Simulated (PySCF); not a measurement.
## Electronic structure of C7H13FOSi in real space

```xyz
23

C     2.3578   -0.7221   -1.0537
C     1.6420    0.4779   -0.4856
C     1.7887    0.8580    0.9510
C     0.4598    0.3495    0.4528
C     0.0037   -1.0266    0.9101
O    -0.9910   -1.5933    0.0815
C    -2.2627   -1.0136    0.2059
C    -2.3442    0.3673   -0.4513
F    -3.6113    0.8899   -0.2206
Si   -0.9973    1.5323    0.2650
H     3.2756   -0.4040   -1.5455
H     1.7320   -1.2279   -1.7868
H     2.6224   -1.4350   -0.2776
H     1.5825    1.2988   -1.1923
H     2.3642    0.2024    1.5889
H     1.8753    1.9017    1.2143
H     0.8232   -1.7473    0.8928
H    -0.3743   -0.9576    1.9436
H    -2.9562   -1.7087   -0.2769
H    -2.5464   -0.9202    1.2657
H    -2.2662    0.2553   -1.5383
H    -0.7180    2.6315   -0.6589
H    -1.4644    2.0184    1.5675
```

Geometry: GFN2-xTB.

Theory: PBE0/pcSseg-1, SCF density, gas phase, non-relativistic (PySCF 2.14.0).

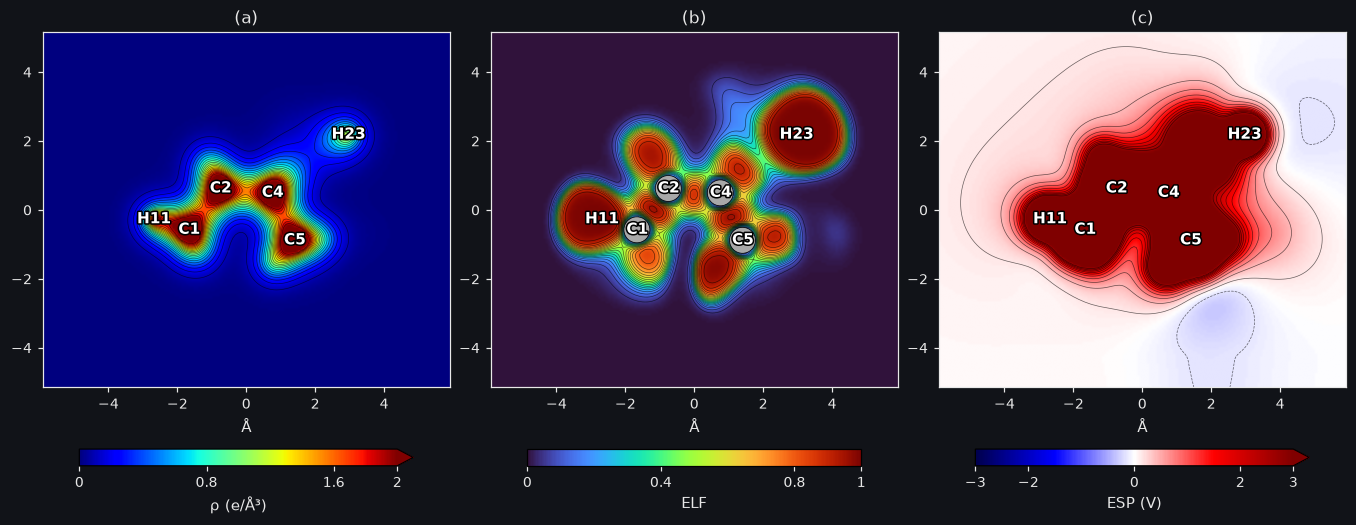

Figure 1. (a) total electron density; (b) electron localisation function; (c) electrostatic potential on the plane of atoms C2, C4 and C5. Grey discs cover the atomic cores in the ELF map.

Question: What do the fields say about this system?

Answer: Atoms in the plane: C and H. C–C (1.51 Å): the density is about 1.7 e/Å³ at the midpoint; the ELF peaks at about 0.95 between the atoms; a shared electron pair. C–H (1.09 Å): ρ at the midpoint is about 2 e/Å³; the ELF climbs to about 1 towards the hydrogen, as it does in any bond to H: a covalent bond by its length. Outside the dense part of the molecule the potential is most negative (−0.3 V) near C5.

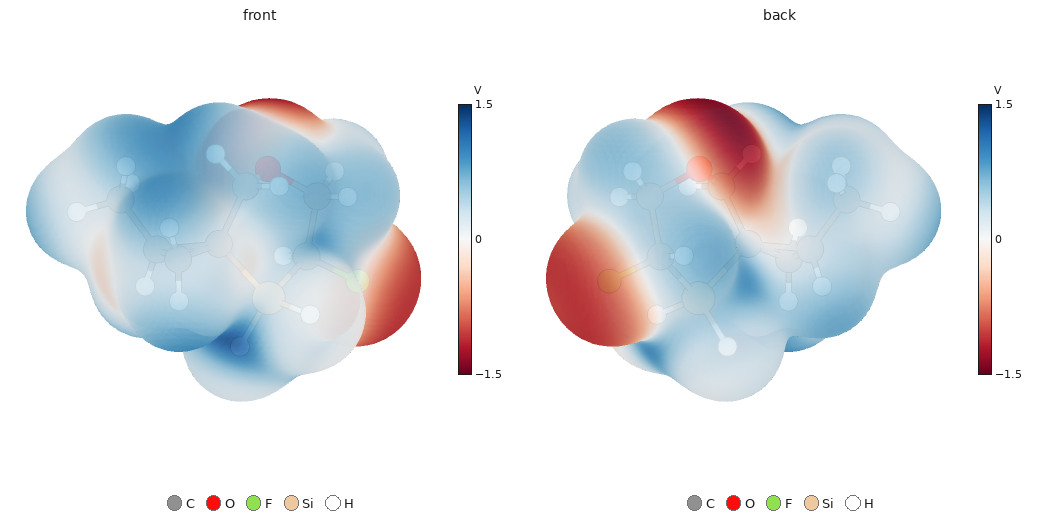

Figure 2. The electrostatic potential painted on the density surface at 0.002 e/bohr³, seen from the front and from behind; red is negative and blue positive.

Question: Describe the electrostatic potential map.

Answer: The most negative region (about −1.4 V) lies over O6, the most positive (about +1.2 V) over Si10. O6 is the likeliest acceptor of a hydrogen bond.

Question: How polar is the molecule by this calculation?

Answer: Its dipole moment is 2.18 D.
